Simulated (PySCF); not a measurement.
## A study: C4H7Cl, SMILES `CC1(Cl)CC1`

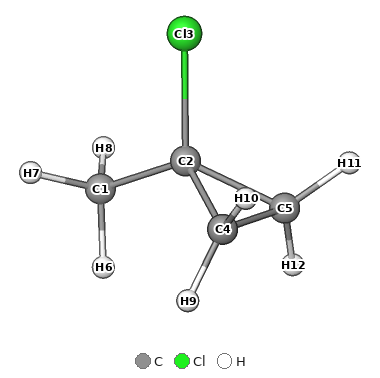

The molecule, with its atoms numbered as below. No frequency check shows the geometry to be a minimum.

Coordinates in Å:

```
C1       0.4622   -1.6570   -0.0002
C2       0.2464   -0.1682    0.0000
Cl3     -1.4764    0.2474    0.0001
C4       1.1553    0.7504    0.7520
C5       1.1550    0.7508   -0.7520
H6       1.5277   -1.8755    0.0008
H7       0.0120   -2.1068    0.8828
H8       0.0117   -2.1064   -0.8837
H9       1.9947    0.3131    1.2716
H10      0.7230    1.6002    1.2568
H11      0.7226    1.6007   -1.2564
H12      1.9943    0.3136   -1.2721
```

Part 1: Bonding charge

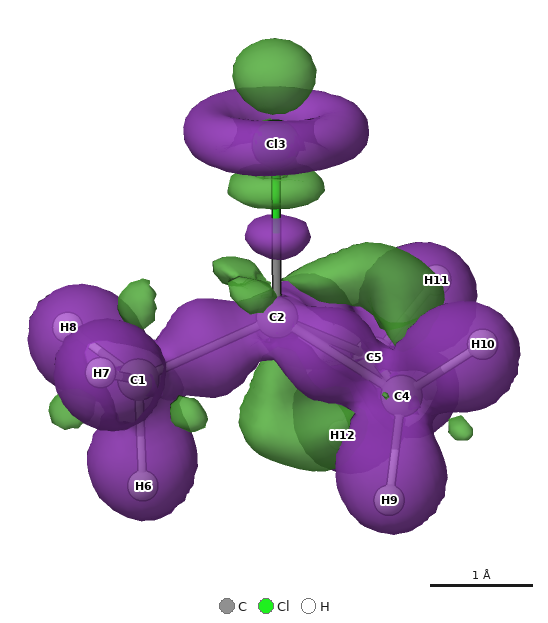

Deformation density (molecule less spherical, spin-averaged free atoms at the same positions), surfaces at ±0.08 e/Å³; purple: gain, green: loss.

Computed with PySCF, PBE0/6-31+G*, geometry: GFN2-xTB.

Question: How much density has each bond gained at its critical point, relative to the free atoms?

Answer: C4–H10 and C5–H11: +0.67 e/Å³ at the bond critical point (bond length 1.08 Å). C5–H12 and C4–H9: +0.67 e/Å³ at the bond critical point (bond length 1.08 Å). C1–H7 and C1–H8: +0.65 e/Å³ at the bond critical point (bond length 1.09 Å). C1–H6: +0.64 e/Å³ at the bond critical point (bond length 1.09 Å). C1–C2: +0.48 e/Å³ at the bond critical point (bond length 1.50 Å). C2–C4 and C2–C5: +0.38 e/Å³ at the bond critical point (bond length 1.50 Å). C4–C5: +0.33 e/Å³ at the bond critical point (bond length 1.50 Å). C2–Cl3: +0.17 e/Å³ at the bond critical point (bond length 1.77 Å). In all, 2.5 electrons gather in the regions of gain relative to the promolecule.

Question: Where do the Hirshfeld charges lie?

Answer: The highest Hirshfeld charge is on H10 and H11 (+0.05 e), the lowest on C1 (−0.10 e).

Part 2: Local ionisation energy

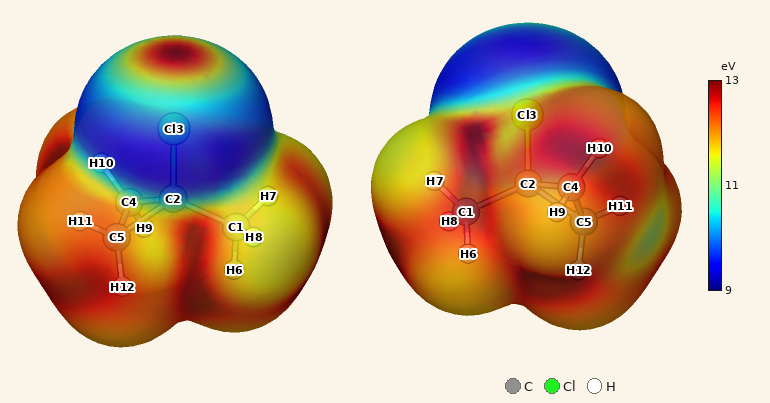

Average local ionisation energy on the surface of electron density 0.001 a.u. (back view left, front view right).

Question: Where are the most loosely bound electrons on this surface?

Answer: The lowest value is 9.4 eV, 2.1 Å from Cl3, and at like points elsewhere. Further minima include 9.6 eV, 2.2 Å from Cl3; 11.1 eV, off the C4–C5 bond (2.1 Å from its atoms); 11.4 eV, 1.3 Å from H7. For comparison, the highest occupied orbital lies at −7.6 eV.

Part 3: Excited states

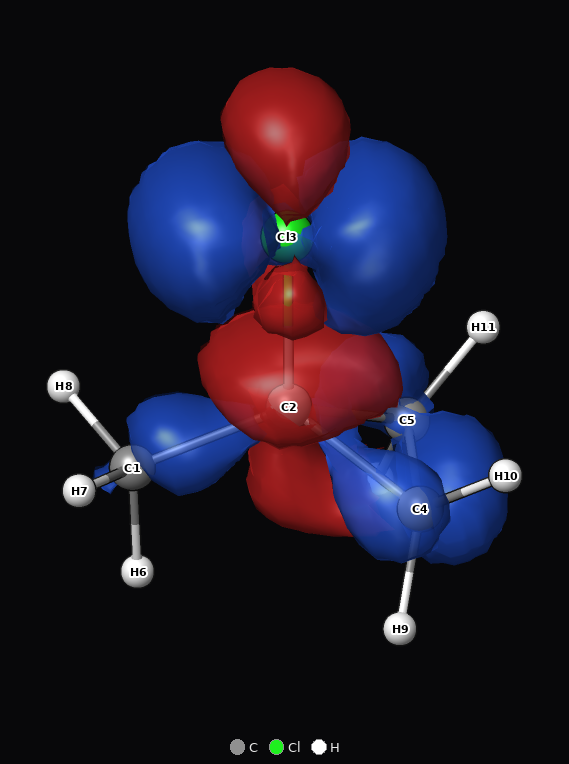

Unrelaxed difference density of S₂ less the ground state (TDA singlet states), ±0.03 e/Å³; red: gain, blue: loss.

Computed with PySCF, CAM-B3LYP/6-31+G*, geometry: GFN2-xTB.

Question: How does the charge move on excitation?

Answer: 0.71 e is displaced in all, of which about 0.2 e passes between atoms: Cl3 (0.16 e) loses electrons and C2 (0.16 e) gains them. The state: 7.40 eV (168 nm), f = 0.005, partly diffuse acceptor orbital; the leading pair carries 98 %; hole on Cl3 (61 %), C4 and C5 (11 % each) and C2 (7 %), electron on Cl3 (46 %), C2 (24 %) and C4 and C5 (7 % each) (atom shares of so diffuse an orbital are rough); their centroids lie 0.1 Å apart; S₃ lies within 0.1 eV of it.

Part 4: Stretching a bond

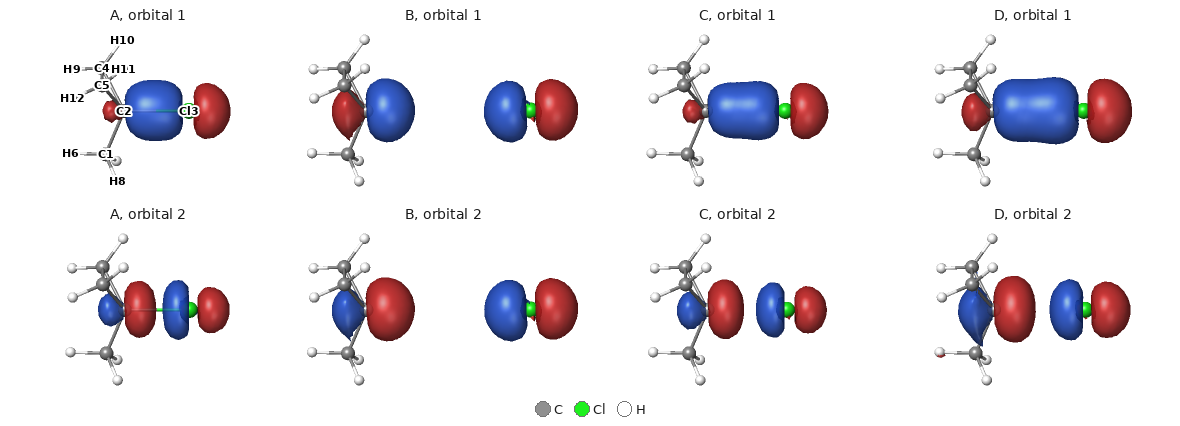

Rigid stretch of the C2–Cl3 bond. The two CASSCF(2,2) natural orbitals nearest half filling (orbital 1 the more occupied).

Method: def2-SVP basis; geometry: GFN2-xTB; program: PySCF.

Question: The columns are at 1.96, 2.40, 2.76 and 4.98 Å, in some order. Assign them, and give the occupations.

Answer: A: 1.96 Å, occupations 1.96 and 0.04. B: 4.98 Å, occupations 1.02 and 0.98. C: 2.40 Å, occupations 1.88 and 0.12. D: 2.76 Å, occupations 1.75 and 0.25.

Question: Where does the UHF solution part from RHF?

Answer: Between 2.14 Å (⟨S²⟩ = 0, the two coincide) and 2.40 Å (⟨S²⟩ = 0.31); at 4.98 Å ⟨S²⟩ is 1.01 and UHF lies 4.0 eV below RHF.

Question: How much energy does the stretch cost?

Answer: By CASSCF, 3.2 eV from the lowest point of the scan (1.78 Å) to 4.98 Å; RHF gives 6.6 eV from its own lowest point. The fragments aren't relaxed and dynamic correlation is missing, so this isn't a bond dissociation energy.
